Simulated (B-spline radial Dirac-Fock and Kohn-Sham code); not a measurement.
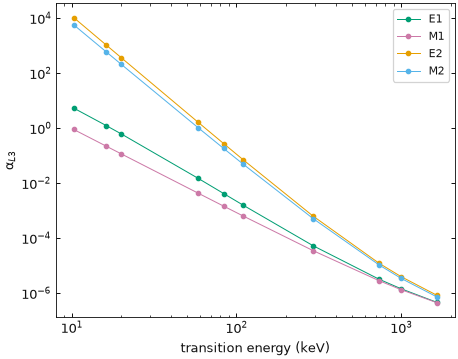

L3-subshell internal conversion coefficients against transition energy, at the marked points and joined by straight lines (also across edges). Species: cadmium (Z = 48). Method: a Dirac–Hartree–Slater potential of the neutral atom, no hole, surface-current nucleus (computed with a B-spline radial atomic code).

> How do the multipoles rank at 10.3 keV?

E2 (10500), M2 (5740), E1 (5.37), M1 (0.898).
